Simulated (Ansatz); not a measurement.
```tsv
atom	x (Å)	y (Å)	z (Å)
Al	-0.0903	-0.0042	-0.1266
Cl	1.2717	-0.1460	1.4618
H	-1.3350	-0.9693	-0.1063
H	0.2092	1.0593	-1.2493
```

Geometry: PBE0-D4/def2-TZVP.

Level of theory: RKS PBE0-D4/def2-TZVPP in Ansatz 0.2.0.

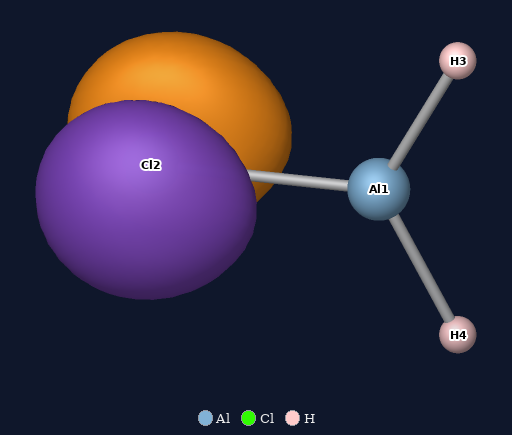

AlClH2. The HOMO−1 at ±0.2 Å⁻³ᐟ² (orange and purple are the two phases), seen at an oblique angle.

What is the character of this orbital?

Answer. It lies mainly on Cl2 (about 90 %); it changes sign across the molecular plane (π type). Its energy is −9.52 eV.
